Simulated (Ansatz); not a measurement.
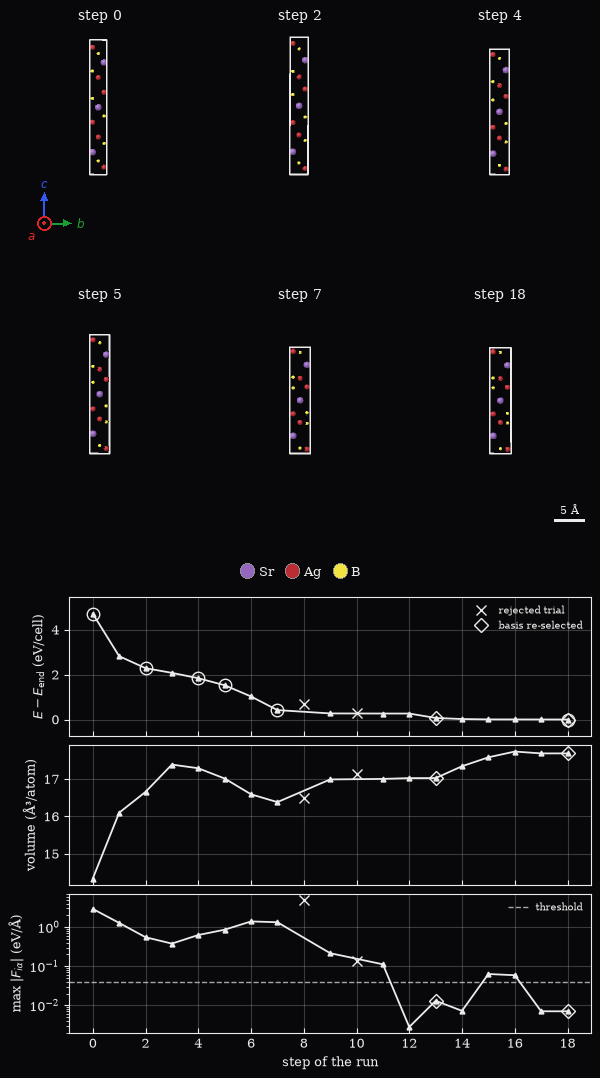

Frames of a relaxation of a crystal of SrAg₂B₂ (a generated structure, set up in C2/m) (coarse preliminary run), marked on the history of the run. A ball-and-stick model of the conventional cell (3 times the calculation's cell), seen along the a axis. Lengths and directions refer to the drawn axes.

Method: Ansatz 0.2.0, DFT PBE, scalar-relativistic, plane waves, PAW. (plane-wave cutoff 420 eV; k-point mesh 6 × 6 × 2; occupations gaussian; smearing width 0.1 eV; no spin polarisation; cell and atoms relaxed; force threshold 0.04 eV/Å; at most 70 steps)

Question: What happens along the run?

Answer: Over 14 accepted moves (18 points after the start) the energy falls by 4.713 eV per cell of the calculation. Largest force component: 2.9 eV/Å at the start, 0.0071 eV/Å at the end. The pressure goes from 26.88 to −0.01 GPa. The line search rejected the trial steps at points 8, 10 of the run. At 2 points the geometry stayed and the basis and grid were re-selected for the new cell (energy shift of 0.197 eV per cell of the calculation at most each time). The largest moves relative to the cell, 1.00 Å, are those of B atoms. By element the largest moves are B 1.00 Å, Ag 0.26 Å. Sr stays in place. The volume changes by +23.3 %, with a = b 3.310 → 4.137 Å (+25.0 %), c 22.692 → 17.851 Å (−21.3 %), α 90.3° → 90.5°, β 89.7° → 89.5°, γ 120.1° → 119.7°. Among the contacts that change: B–B 4.610 → 1.633 Å, Ag–Sr 5.029 → 3.698 Å, Ag–B 4.010 → 2.811 Å, Ag–B 4.044 → 2.860 Å. New bonds form: Ag–Sr (5.03 → 3.70 Å), B–B (4.61 → 1.63 Å). Bond angles that change, for instance: Sr–Ag–B 98.0° → 134.6°, Sr–Ag–B 98.1° → 134.2°, Sr–B–Ag 171.2° → 140.2°. The space group stays C2/m (No. 12). The run took 49 s on 1 thread of Intel(R) Xeon(R) Platinum 8488C (Sapphire Rapids), with other jobs on the host, peak memory 0.47 GiB. From step 0 to 2: B atoms move most (0.40 Å), volume +16.2 %, energy −2.427 eV per cell of the calculation. From step 2 to 4: B atoms move most (0.23 Å), volume +3.8 %, energy −0.447 eV per cell of the calculation. From step 4 to 5: B atoms move most (0.13 Å), volume −1.6 %, energy −0.312 eV per cell of the calculation. From step 5 to 7: B atoms move most (0.30 Å), volume −3.7 %, energy −1.108 eV per cell of the calculation. From step 7 to 18: B atoms move most (0.08 Å), volume +8.0 %, energy −0.419 eV per cell of the calculation.

```csv
step,"E − E(0), meV/atom","largest force component, eV/Å","pressure, GPa","volume, Å³/atom",note
0,0.00,2.9225,26.88,14.339,
1,-378.53,1.2815,8.69,16.099,
2,-485.33,0.5519,3.72,16.656,
3,-527.13,0.3791,0.21,17.387,
4,-574.82,0.6282,-0.27,17.289,
5,-637.29,0.8592,-0.10,17.015,
6,-737.47,1.3984,0.79,16.593,
7,-858.86,1.3335,2.22,16.383,
8,-803.00,4.9369,7.41,16.500,rejected
9,-888.49,0.2158,0.18,16.990,
10,-886.94,0.1402,-1.59,17.146,rejected
11,-889.47,0.1121,0.24,17.004,
12,-889.55,0.0028,-0.03,17.026,
13,-928.88,0.0131,3.12,17.026,"same geometry, new basis"
14,-938.28,0.0073,1.52,17.343,
15,-941.67,0.0633,0.38,17.582,
16,-942.01,0.0590,-0.08,17.736,
17,-942.34,0.0071,0.01,17.687,
18,-942.67,0.0071,-0.01,17.687,"same geometry, new basis"
```

Limits of the set-up: the k-point mesh is coarse for a cell with partly filled bands.
